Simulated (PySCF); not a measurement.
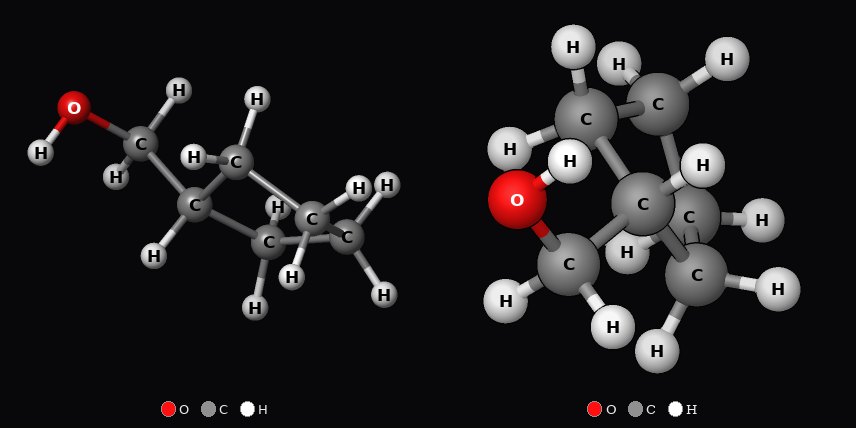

Both panels show the same species.

The geometry was computed by an optimisation with GFN2-xTB. No frequency run is at hand to confirm it as a minimum.

Count the atoms of each element.

Answer. C6H12O, 19 atoms: 6 carbon, 12 hydrogen and 1 oxygen.

Name some functional groups or characteristic bonds that it holds.

Answer. Among them: alcohol.

The parts below concern this one geometry. Atoms keep their numbers from picture to picture.

## Shape

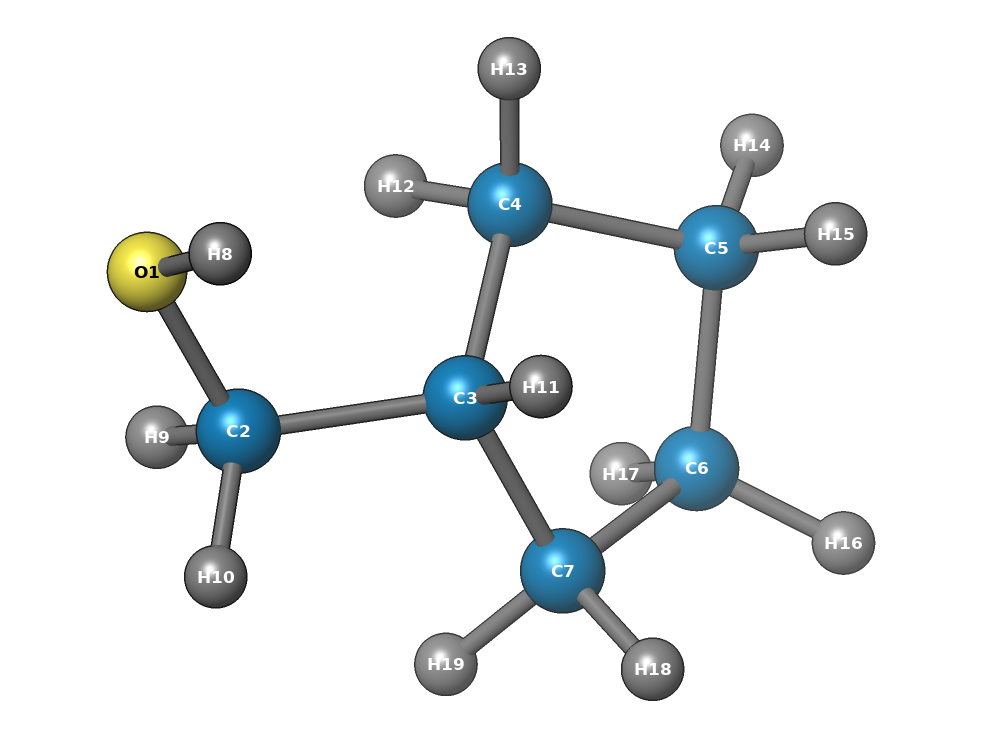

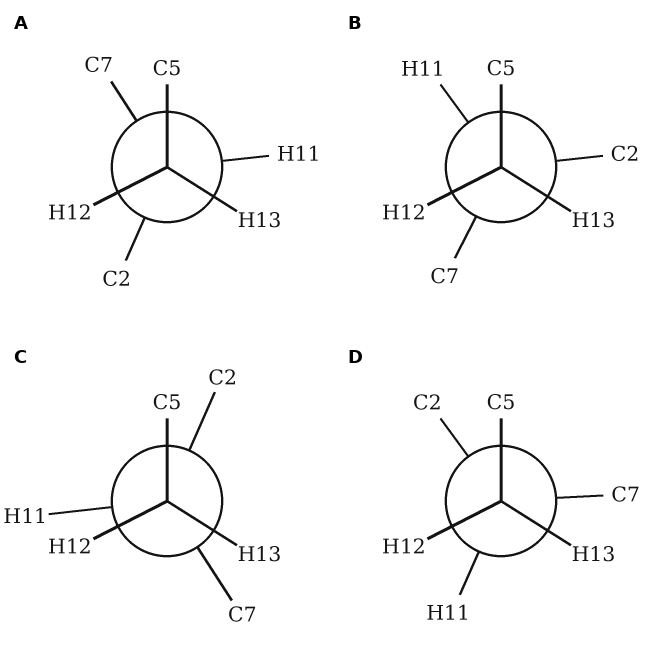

Distant atoms are faded towards the background colour. Bonds that would overlap in a projection are set slightly apart. No frequency run is at hand to confirm it as a minimum.

Which Newman projection shows the view along C4–C3, with C4 in front?

Answer. A. The torsion angle C5–C4–C3–C2 is −156°, antiperiplanar (anti).

## Dipole moment

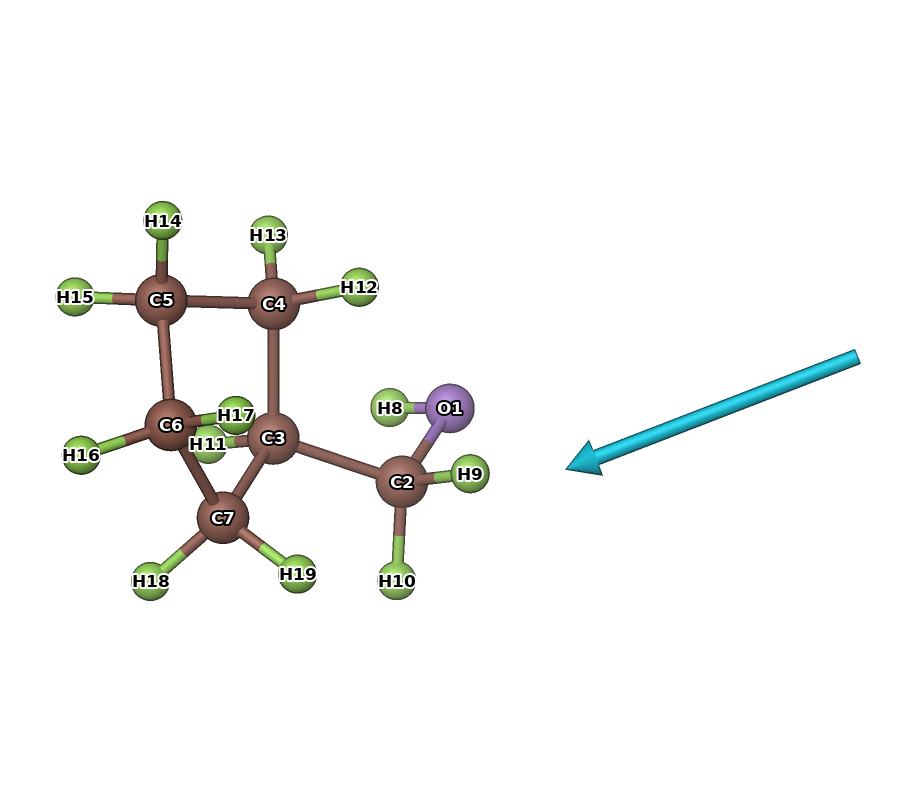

The arrow beside the molecule shows the direction of the dipole moment, from the negative to the positive end (its length means nothing). No frequency run is at hand to confirm it as a minimum. Level of theory: PBE0/pcSseg-1, gas phase (PySCF 2.14.0).

How large is the dipole moment?

Answer. 1.70 D; it points from the side of O1, H9 to the side of H16 (the outermost atoms at the two ends).

## Quadrupole coupling

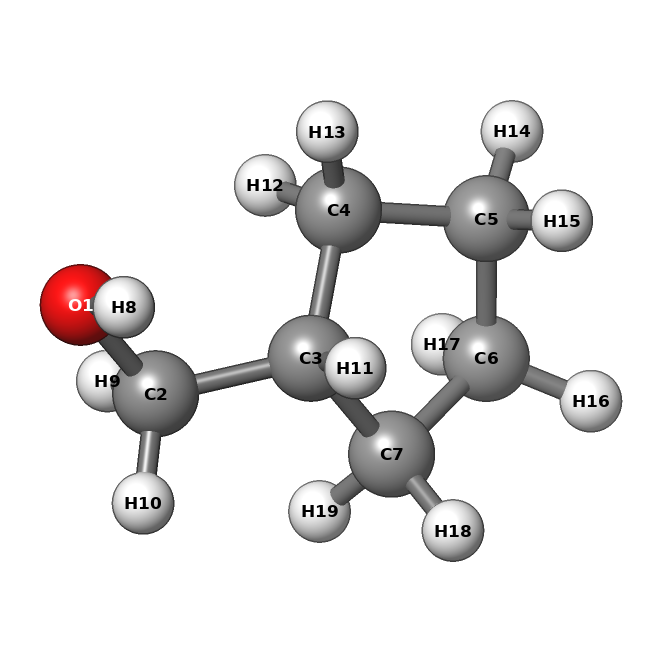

No frequency run is at hand to confirm it as a minimum. Electric field gradients from the ground-state density, PBE0/pcSseg-1 (PySCF 2.14.0), non-relativistic apart from any core potentials.

Give the largest field-gradient component, the quadrupole coupling constant and the asymmetry for 17O at O1 (Q = −25.6 mb).

| atom | V_zz (a.u.) | e²qQ/h (MHz) | η |
| --- | --- | --- | --- |
| O1 | −1.973 | 11.87 | 0.92 |

## Charges

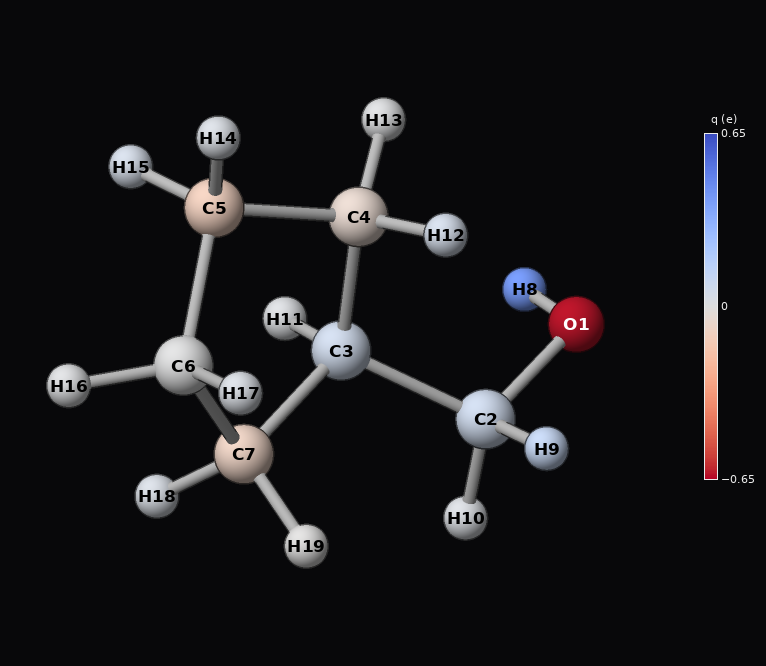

Atoms are coloured by their ESP-fitted charges. No frequency run is at hand to confirm it as a minimum. Properties computed with PBE0/pcSseg-1, gas phase (PySCF 2.14.0).

Which atom carries the highest charge (most positive or least negative)?

Answer. H8 (0.40 e).

And the lowest?

Answer. O1 (−0.63 e).

Give the ESP-fitted charges atom by atom.

| atom | value (e) |
| --- | --- |
| O1 | −0.63 |
| C2 | 0.07 |
| C3 | 0.06 |
| C4 | −0.05 |
| C5 | −0.10 |
| C6 | 0.00 |
| C7 | −0.08 |
| H8 | 0.40 |
| H9 | 0.11 |
| H10 | 0.02 |
| H11 | 0.01 |
| H12 | 0.05 |
| H13 | 0.01 |
| H14 | 0.03 |
| H15 | 0.04 |
| H16 | 0.01 |
| H17 | 0.02 |
| H18 | 0.03 |
| H19 | 0.00 |

## NMR shielding

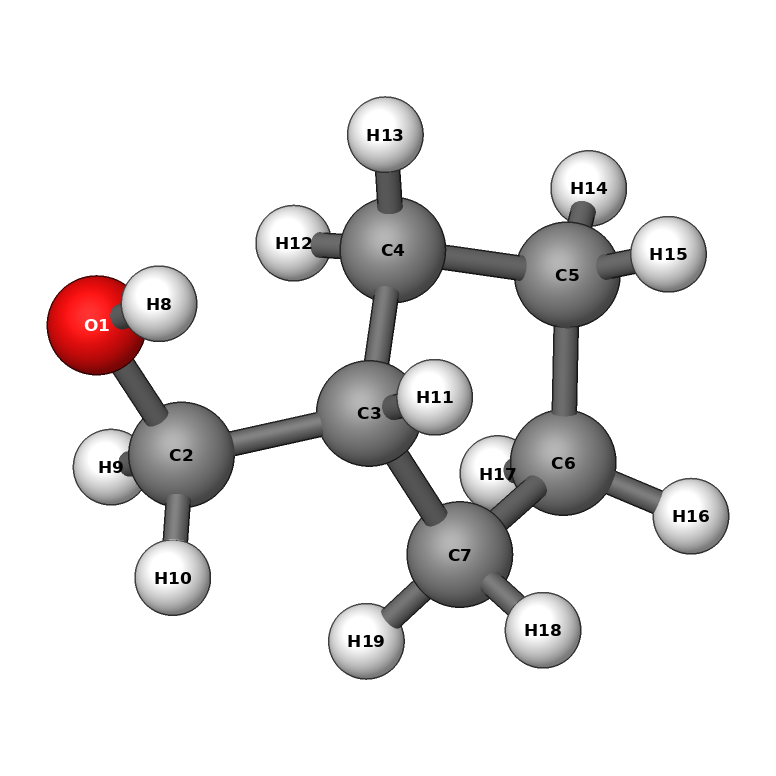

No frequency run is at hand to confirm it as a minimum. Properties computed with GIAO PBE0/pcSseg-1 NMR shielding, non-relativistic, gas phase (PySCF 2.14.0). Principal shieldings σ11 ≤ σ22 ≤ σ33, span Ω = σ33 − σ11, skew κ = 3(σiso − σ22)/Ω.

Give the shielding tensors of the O atoms.

```
atom    σ11    σ22    σ33   σiso      Ω      κ
  O1  235.5  288.3  338.7  287.5  103.2  −0.02
```

Shieldings and span in ppm.
